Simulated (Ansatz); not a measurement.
**CCSD/aug-cc-pVDZ run of BClF2 (chlorodifluoroborane)**

Aim: the vertical singlet–triplet gap of BClF2 (chlorodifluoroborane) at CCSD/aug-cc-pVDZ, from 2 runs. 

The results are computed with Ansatz 0.2.0.

57 further runs of the same task are left out: 57 set aside as unsound or not needed.

## 1. The molecule

The species is BClF2 (4 atoms), meant as a singlet with charge 0. SMILES: `FB(F)Cl`. The shape is that of a PBE0-D4/def2-TZVP optimisation.

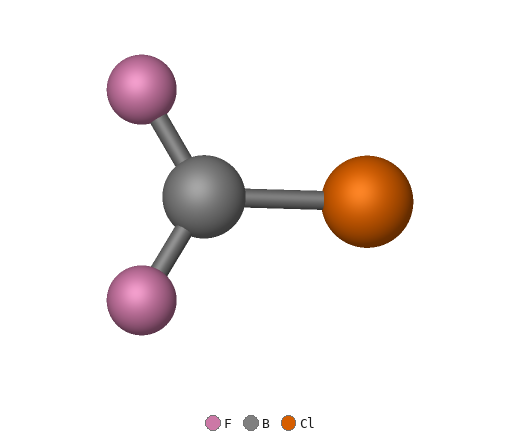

Viewed from a chosen angle; fluorine pink, boron grey, chlorine orange.

## 2. A single-point energy at CCSD/aug-cc-pVDZ

Input file in.yaml:

```yaml
crystal:
  periodic: [false, false, false]
  atoms:
    - {symbol: F, position_ang: [-0.173700, -1.254300, -0.546300]}
    - {symbol: B, position_ang: [-0.067100, -0.041300, -0.062000]}
    - {symbol: F, position_ang: [-1.011600, 0.830100, -0.317700]}
    - {symbol: Cl, position_ang: [1.307900, 0.405300, 0.905700]}
basis:
  gaussian: {orbitals: aug-cc-pVDZ}
magnetization: {spin_polarized: false}
correlation: {method: ccsd, frozen_orbitals: {B: 1, Cl: 5, F: 1}}
accuracy: high
scf: {omitted_lower_state_checks: [cluster_reference, increment]}
```

The run is started by

```console
ansatz run in.yaml --threads 1 --pin off --max-ram 3480MiB --events-out events.jsonl --progress --plain --runs-dir runs
```

Log, cut to the lines that bear on the results:

```text
Warning: RAYON_NUM_THREADS=1 ignored (pool sized by the plan → 1); use --threads N
Functional definition: HF
  name "HF"
[...]
1877 factors; integrals over basis functions are off by at most 2.9e-9 eV
[...]
mean field -18592.37720723 eV, -683.2572599997 hartree, gradient 1.1e-8 eV, S^2 0.000000; 0 other end points of the search recorded, 0 dependent functions left out
8 core orbitals not correlated: weight in the atoms' cores, before any rotation towards them, 1.000 or more for the frozen orbitals, at most 0.000 for the correlated occupied ones
reference -18592.37720723 eV, -683.2572599997 hartree; 12, 12 occupied and 76, 76 virtual orbitals, 1877 factors
second order -17.07107764 eV of doubles, -0.00000000 eV of singles
cycle   1  -17.09220089 eV  change   -2.1e-2 eV  update   9.3e-2
[...]
cycle  18  -17.49535377 eV  change   3.6e-10 eV  update   2.0e-9
Total energy: -18609.87256099 eV, -683.9002023918 hartree
Checks for a lower state left out: cluster_reference, increment
```

It took 16 s on 1 thread of Arm Neoverse V1, shared host; peak memory 0.6 GiB.

## 3. The triplet at the same level

Input file job.yaml:

```yaml
crystal:
  periodic: [false, false, false]
  atoms:
    - {symbol: F, position_ang: [-0.173700, -1.254300, -0.546300]}
    - {symbol: B, position_ang: [-0.067100, -0.041300, -0.062000]}
    - {symbol: F, position_ang: [-1.011600, 0.830100, -0.317700]}
    - {symbol: Cl, position_ang: [1.307900, 0.405300, 0.905700]}
basis:
  gaussian: {orbitals: aug-cc-pVDZ}
magnetization: {spin_polarized: true, initial_magnetization: 2}
correlation: {method: ccsd, frozen_orbitals: {B: 1, Cl: 5, F: 1}}
accuracy: high
scf: {omitted_lower_state_checks: [cluster_reference, increment]}
```

The run is started by

```console
ansatz run job.yaml --threads 1 --pin off --max-ram 3480MiB --events-out events.jsonl --progress --plain --runs-dir runs
```

Log:

```text
Warning: RAYON_NUM_THREADS=1 ignored (pool sized by the plan → 1); use --threads N
[... 18 lines left out ...]
8 core orbitals not correlated: weight in the atoms' cores, before any rotation towards them, 1.000 or more for the frozen orbitals, at most 0.000 for the correlated occupied ones
[... 37 lines left out ...]
Total energy: -18601.48875276 eV, -683.5921031219 hartree
Checks for a lower state left out: cluster_reference, increment
```

Wall time 1.8 min (1 thread of Arm Neoverse V1, shared host); peak memory 1.2 GiB.

## 4. Results

At CCSD/aug-cc-pVDZ, 8 core orbitals frozen:

| quantity | value |
| --- | --- |
| singlet: total energy | -683.90020 Eh |
| singlet: correlation energy (8 core orbitals frozen) | -642.9 mEh |
| singlet: T1 diagnostic | 0.013 |
| triplet: total energy | -683.59210 Eh |
| triplet: correlation energy (8 core orbitals frozen) | -625.7 mEh |
| triplet: ⟨S²⟩ of the reference determinant | 2.016 |
| triplet: T1 diagnostic | 0.017 |
| vertical energy of the triplet above the singlet | 8.384 eV |

In words: At this shape the triplet lies 8.38 eV (193 kcal/mol) above the singlet.
